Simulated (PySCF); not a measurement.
## What a change does: excited-state calculation on C3H4F2Si

System: C3H4F2Si, SMILES FC(F)C#C[SiH3].
Method of the first run: TDDFT PBE0/def2-TZVP, vertical, gas phase, core orbitals frozen in the response (PySCF 2.14.0).

The geometry comes from this level: PBE0-D3(BJ)/def2-SVP. Text and figures count atoms from 1; the logs count them from 0 in places.

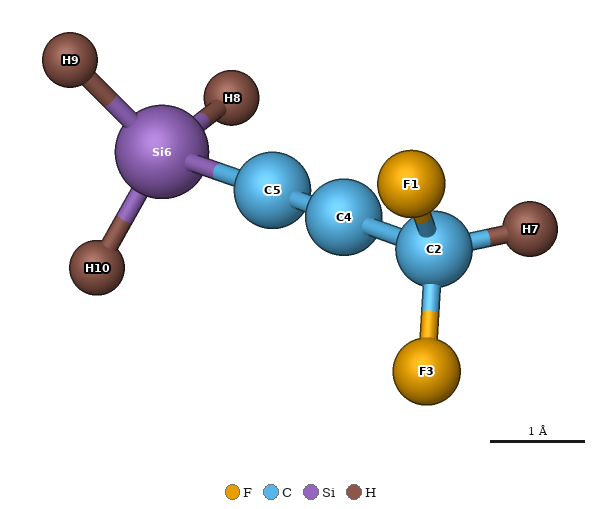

**Figure 1.** The input geometry (ball-and-stick view, seen at a tilt; atoms are numbered from 1 in the order of the input).

**Input, the first run**
```
{"job": {"kind": "uv", "xc": "PBE0", "basis": "def2-TZVP"}, "charge": 0, "multiplicity": 1}
F      2.904201     0.738212     0.045264
C      2.198094    -0.408347     0.116848
F      2.615333    -1.092186     1.202010
C      0.761807    -0.123751     0.212261
C     -0.436848     0.076970     0.258161
Si    -2.245640     0.388932     0.366706
H      2.424346    -1.011208    -0.780980
H     -2.914925    -0.204391    -0.825616
H     -2.483290     1.859481     0.403581
H     -2.771470    -0.244034     1.609235
```

The first line tells a small driver script what to run in PySCF; the rest is the geometry in Å.

Launched with:
```bash
OMP_NUM_THREADS=1 python <driver script> task.json out
```

Hardware: 1 CPU thread, shared host.

**Output (the first run)**
```
coarse grid: 9536 points
cycle   1  E = -605.4174782295  dE =  6.617e-01  |g| = 7.463e-01  |ddm| = 4.015e+00
cycle   2  E = -605.3047518926  dE =  1.127e-01  |g| = 1.120e+00  |ddm| = 1.465e+00
cycle   3  E = -605.5043013786  dE = -1.995e-01  |g| = 1.835e-01  |ddm| = 8.053e-01
cycle   4  E = -605.5111167078  dE = -6.815e-03  |g| = 8.423e-02  |ddm| = 2.104e-01
cycle   5  E = -605.5127671863  dE = -1.650e-03  |g| = 1.879e-02  |ddm| = 1.001e-01
cycle   6  E = -605.5128408605  dE = -7.367e-05  |g| = 3.080e-03  |ddm| = 2.257e-02
cycle   7  E = -605.5128431034  dE = -2.243e-06  |g| = 3.988e-04  |ddm| = 4.265e-03
final grid: 90248 points
cycle   8  E = -605.5151660263  dE = -5.026e-05  |g| = 4.517e-03  |ddm| = 7.285e-02
cycle   9  E = -605.5151643741  dE =  1.652e-06  |g| = 5.623e-03  |ddm| = 1.061e-02
cycle  10  E = -605.5151700016  dE = -5.627e-06  |g| = 9.012e-04  |ddm| = 4.894e-03
cycle  11  E = -605.5151700864  dE = -8.484e-08  |g| = 4.931e-04  |ddm| = 1.006e-03
cycle  12  E = -605.5151701370  dE = -5.060e-08  |g| = 1.975e-04  |ddm| = 4.535e-04
cycle  13  E = -605.5151701462  dE = -9.211e-09  |g| = 1.636e-05  |ddm| = 3.361e-04
cycle  14  E = -605.5151701463  dE = -5.434e-11  |g| = 4.961e-06  |ddm| = 3.264e-05
converged SCF energy = -605.5151701463

Static polarisability (au): isotropic 62.725, principal 48.435 49.483 90.258

Singlet excitations
state   eV       nm        f      main configurations
  1   5.7868    214.3   0.00000   H->L 0.78, H-1->L+1 0.18
  2   6.0708    204.2   0.00117   H-1->L 0.50, H->L+1 0.48
  3   6.0997    203.3   0.00015   H-1->L+1 0.79, H->L 0.19
  4   7.9048    156.8   0.02846   H->L+2 0.94
  5   7.9655    155.7   0.00272   H-1->L+2 0.94
  6   8.1506    152.1   1.02964   H->L+1 0.35, H-1->L 0.35, H-4->L+1 0.09
  7   8.2543    150.2   0.00114   H-2->L 0.66, H-3->L+1 0.17, H-4->L 0.10
  8   8.2953    149.5   0.00045   H-4->L 0.79, H-3->L+1 0.11
  9   8.4931    146.0   0.09426   H-2->L+1 0.65, H-4->L+1 0.13, H-3->L 0.10
 10   8.5637    144.8   0.02312   H-3->L+1 0.64, H-2->L 0.24

Triplet excitations (Tamm-Dancoff, eV): 4.6933 5.1356 5.1504 5.8442
```

For the second run the input was changed thus:
```diff
-"basis": "def2-TZVP"
+"basis": "aug-cc-pVDZ"
```

How does the second run compare with the first run?

The total energy of the second run is 65.9 kcal/mol higher, which measures the change of basis and not a stability. The dipole moment goes from 1.94 to 2.04 D. The strongest computed line goes from 8.15 to 7.95 eV. The number of SCF iterations is the same. The basis functions go from 216 to 178.

**Output (the second run)**
```
coarse grid: 9536 points
cycle   1  E = -605.3132915946  dE =  6.980e-01  |g| = 6.695e-01  |ddm| = 1.030e+01
cycle   2  E = -605.2175777775  dE =  9.571e-02  |g| = 1.001e+00  |ddm| = 3.175e+00
cycle   3  E = -605.3906812825  dE = -1.731e-01  |g| = 1.709e-01  |ddm| = 1.752e+00
cycle   4  E = -605.3973773042  dE = -6.696e-03  |g| = 6.349e-02  |ddm| = 4.120e-01
cycle   5  E = -605.3983136101  dE = -9.363e-04  |g| = 1.615e-02  |ddm| = 1.243e-01
cycle   6  E = -605.3983734090  dE = -5.980e-05  |g| = 2.440e-03  |ddm| = 5.329e-02
cycle   7  E = -605.3983750103  dE = -1.601e-06  |g| = 2.616e-04  |ddm| = 1.097e-02
final grid: 90248 points
cycle   8  E = -605.4101988246  dE = -2.219e-05  |g| = 5.805e-03  |ddm| = 1.555e-01
cycle   9  E = -605.4101941639  dE =  4.661e-06  |g| = 8.036e-03  |ddm| = 3.288e-02
cycle  10  E = -605.4102058539  dE = -1.169e-05  |g| = 7.041e-04  |ddm| = 1.502e-02
cycle  11  E = -605.4102059327  dE = -7.887e-08  |g| = 3.895e-04  |ddm| = 2.712e-03
cycle  12  E = -605.4102059656  dE = -3.282e-08  |g| = 1.527e-04  |ddm| = 9.050e-04
cycle  13  E = -605.4102059713  dE = -5.760e-09  |g| = 1.345e-05  |ddm| = 2.985e-04
cycle  14  E = -605.4102059714  dE = -4.229e-11  |g| = 4.717e-06  |ddm| = 6.390e-05
converged SCF energy = -605.4102059714

Static polarisability (au): isotropic 67.386, principal 53.028 54.269 94.863

Singlet excitations
state   eV       nm        f      main configurations
  1   5.8074    213.5   0.00001   H->L 0.77, H-1->L+1 0.19
  2   6.0931    203.5   0.00145   H-1->L 0.49, H->L+1 0.47
  3   6.1194    202.6   0.00003   H-1->L+1 0.75, H->L 0.20
  4   7.3800    168.0   0.03052   H->L+2 0.81, H->L+3 0.08
  5   7.4665    166.1   0.00474   H-1->L+2 0.88
  6   7.8495    158.0   0.04337   H->L+3 0.80, H->L+2 0.12
  7   7.9119    156.7   0.01534   H-1->L+3 0.82, H-1->L+2 0.09
  8   7.9501    156.0   0.56004   H->L+4 0.39, H->L+1 0.24, H-1->L 0.20
  9   8.1471    152.2   0.01643   H-1->L+4 0.86
 10   8.1685    151.8   0.39279   H->L+4 0.54, H-1->L 0.13, H->L+1 0.08

Triplet excitations (Tamm-Dancoff, eV): 4.7164 5.1725 5.1872 5.8618
```

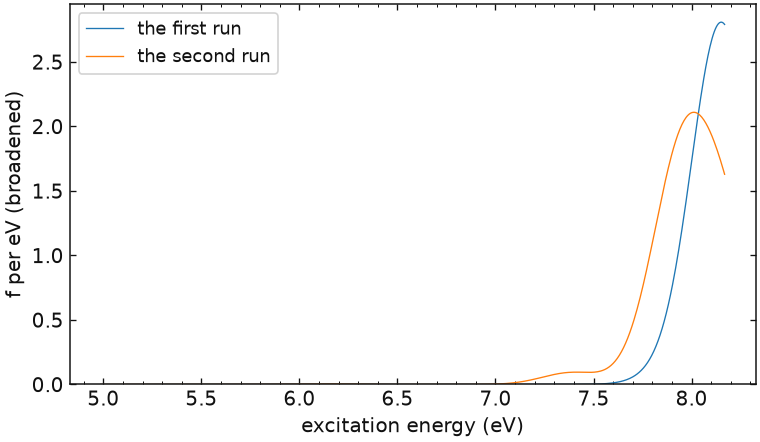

**Figure 2.** Absorption of the two runs from their computed states, each broadened by a Gaussian of 0.35 eV full width; the range ends where the shorter list of states ends.

**The two runs side by side**

| quantity | the first run | the second run |
| --- | --- | --- |
| outcome | converged | converged |
| total energy (hartree) | −605.515170 | −605.410206 |
| HOMO (eV) | −8.62 | −8.60 |
| LUMO (eV) | −0.80 | −0.79 |
| dipole moment (D) | 1.94 | 2.04 |
| lowest excitation (eV) | 5.79 | 5.81 |
| SCF iterations | 14 | 14 |
| strongest computed line (eV) | 8.15 | 7.95 |
| basis functions | 216 | 178 |
| wall time (shared host) | 37 s | 33 s |
